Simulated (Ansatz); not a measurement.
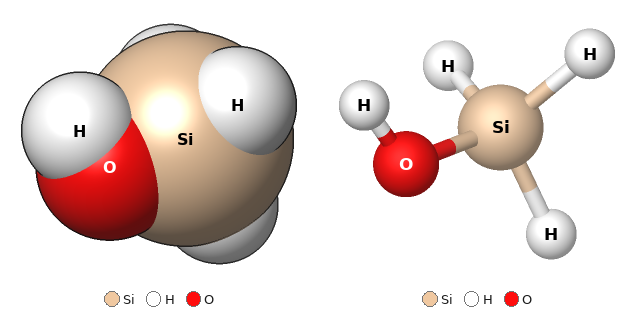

Two views of one molecule.

Computed geometry: PBE0-D4/def2-TZVP optimisation.

Question: Give the formula.

Answer: H₄OSi, 6 atoms: 4 hydrogen, 1 oxygen and 1 silicon.

Question: How many atoms are distinct by symmetry?

Answer: 5: 1 Si, 1 H, 2 H, 1 O, 1 H.

The parts below concern this one geometry. Atoms keep their numbers from picture to picture.

### Geometry

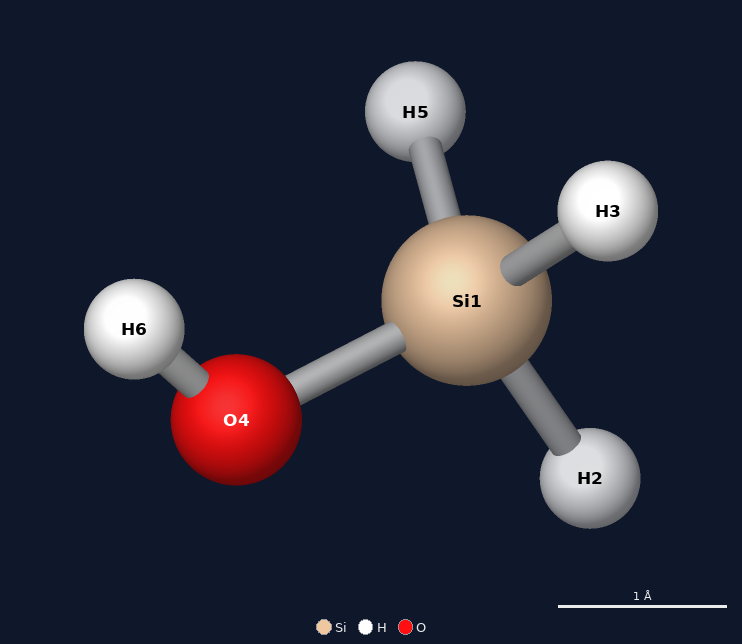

Numbered structure.

Question: What is the geometry at O4?

Answer: O4 has 2 neighbours (Si1 at 1.65, H6 at 0.96 Å); the arrangement is bent.

Question: What is the geometry at Si1?

Answer: Si1 has 4 neighbours (H2 at 1.48, H3 at 1.49, O4 at 1.65, H5 at 1.49 Å); the arrangement is tetrahedral.

### Electronic properties

Properties computed with RKS PBE0-D4/def2-TZVP (Ansatz 0.2.0).

What does the calculation give?

- dipole moment: 1.36 D
- harmonic zero-point energy: 100.9 kJ/mol

### Vibrations

Harmonic vibrations computed with RKS PBE0-D4/def2-TZVP (Ansatz 0.2.0) at a stationary point of the same level.

Question: How many vibrational modes are there, and where do they lie?

Answer: 12 modes: 200, 680, 719, 848, 908, 947, 967, 993, 2208, 2213, 2261, 3930 cm⁻¹.

### Charges

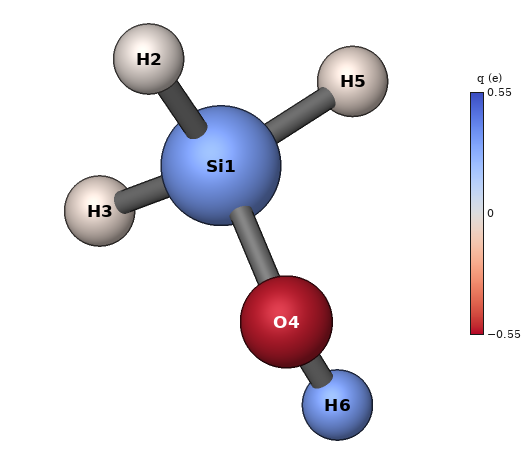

Atoms are coloured by their Mulliken charges. Method: RKS PBE0-D4/def2-TZVP (Ansatz 0.2.0).

List the Mulliken charges.

```tsv
atom	value (e)
Si1	0.33
H2	−0.03
H3	−0.05
O4	−0.53
H5	−0.05
H6	0.32
```

Mulliken values depend strongly on the basis set and can even reverse the polarity of a bond.
